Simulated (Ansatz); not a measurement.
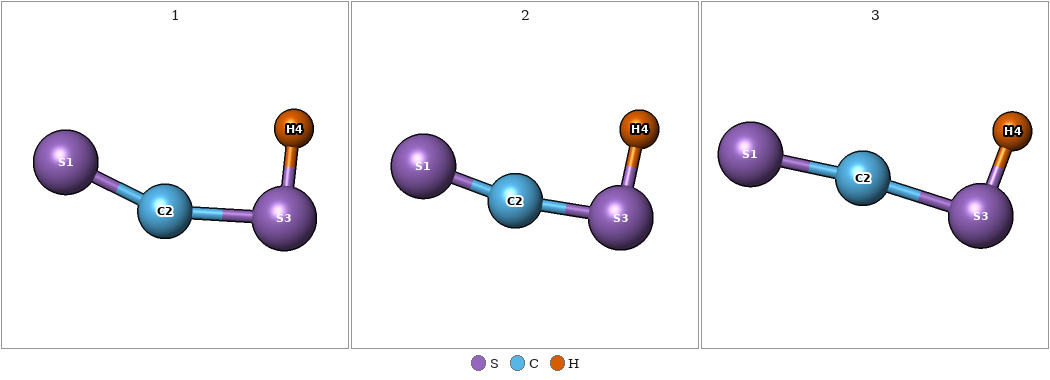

CHS₂, SMILES S=C=[SH+], charge +1. First axis: angle S1–C2–S3 (carried through 180). Second axis: change of the bonds C2–S1, C2–S3, all alike. Nothing is relaxed (all other coordinates rigid). Grid: 15 × 15 points. Points are written as (first, second). Energies: kcal/mol, counted from the lowest grid point. The restricted reference is unstable at some or all points, so the energies there are unreliable. Computed with Ansatz, RHF-MP2, frozen core/def2-TZVP.

The numbered pictures are structures from this grid.

Q: Which is the most stable, and how do the others follow?

A: 2, at (191.4°, −0.047 Å): 5.2 kcal/mol; 1, at (202.9°, 0.142 Å): 23.1 kcal/mol; 3, at (174.3°, 0.205 Å): 33.3 kcal/mol.

The map, with the structures marked:

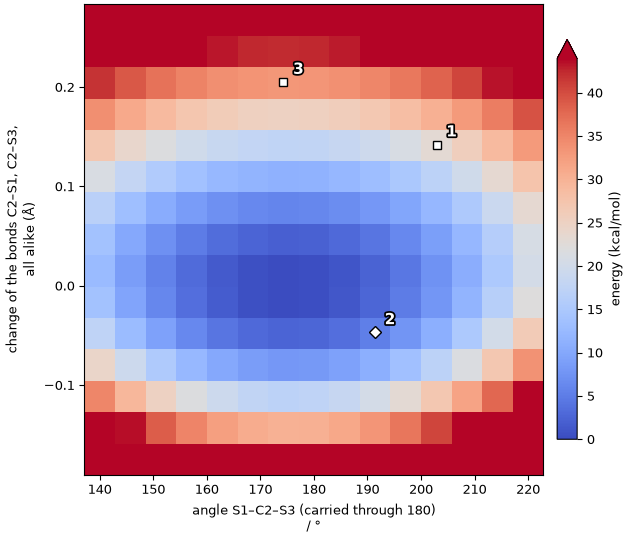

The picture shows one coloured cell a grid point, one colour for all values above the top of the scale.
